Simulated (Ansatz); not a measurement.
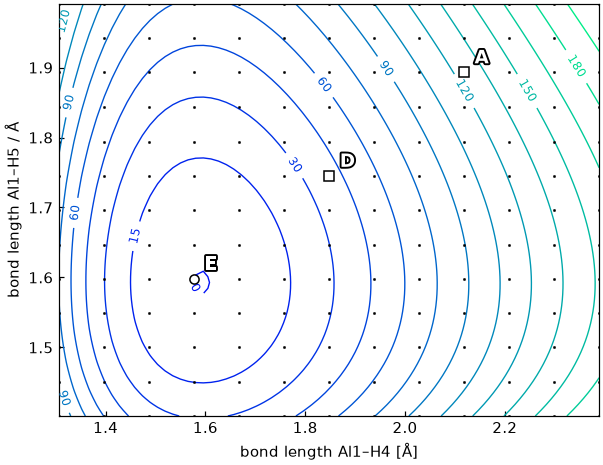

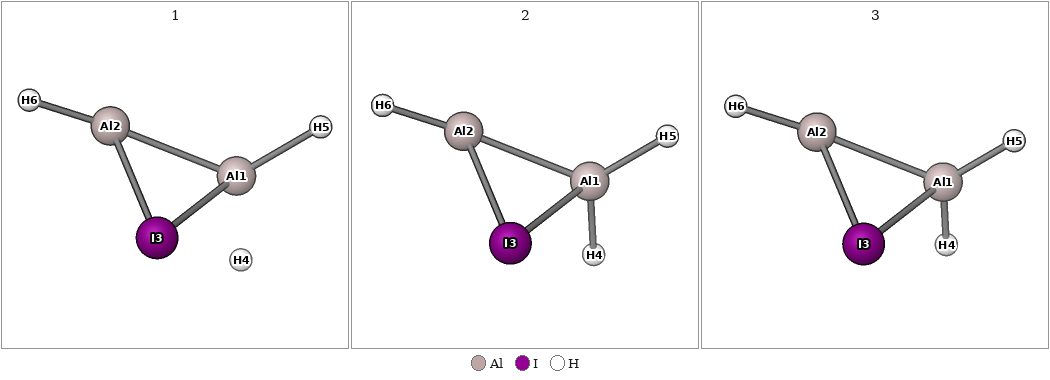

Al2H3I. 
- First axis: bond length Al1–H4. Second axis: bond length Al1–H5.
- Nothing is relaxed (all other coordinates rigid).
- The grid has 13 × 13 points.
- Energies are in kJ/mol, from the lowest grid point.
- The reference is spin-restricted, which grows unreliable where a bond is stretched far.
- Level of theory: RKS SPW92 (LDA)/def2-TZVP (Ansatz 0.2.0).

In the figure: contour lines labelled in kJ/mol, dots at the grid points, lettered points. Between grid points the surface is interpolated. The numbered pictures are the structures at these points, in random order.

Q: Which structure belongs to which point?

A: A is structure 1: bond length Al1–H4 = 2.118 Å, bond length Al1–H5 = 1.893 Å, 125 kJ/mol; D is structure 2: bond length Al1–H4 = 1.848 Å, bond length Al1–H5 = 1.745 Å, 40 kJ/mol; E is structure 3: bond length Al1–H4 = 1.577 Å, bond length Al1–H5 = 1.598 Å, 0 kJ/mol.
